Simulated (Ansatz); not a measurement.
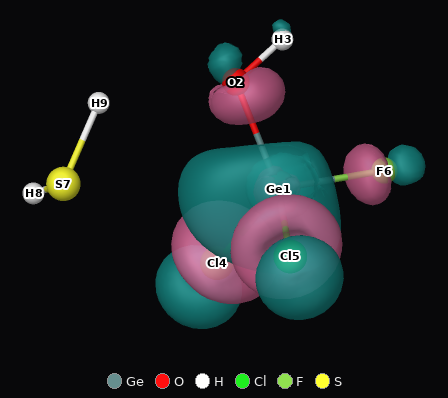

Cl$_{2}$FGeHO···H$_{2}$S. One frontier orbital at ±0.15 Å⁻³ᐟ² (teal and pink are the two phases), seen at a tilt.

Not at a stationary point (largest force 0.7 eV/Å).

Computed with Ansatz 0.2.0, RKS PBE0-D4/def2-SVP.

```
atom    x (Å)    y (Å)    z (Å)
  Ge  -0.1331  -0.0782  -0.0105
   O  -0.2317  -0.0662   1.7499
   H  -0.8666  -0.7365   2.0445
  Cl   1.8259  -0.4390  -0.7314
  Cl  -1.0868   1.5592  -0.9502
   F  -1.0636  -1.4702  -0.4402
   S   1.5951   2.5339   1.4389
   H   2.7485   1.8341   1.4384
   H   1.0064   1.6696   2.3359
```

> Which orbital is it: HOMO or LUMO?

The LUMO, at −1.41 eV. By Hirshfeld shares it lies mainly on Ge1 (about 35 %), Cl5 (about 20 %), Cl4 (about 20 %) and O2 (about 10 %).
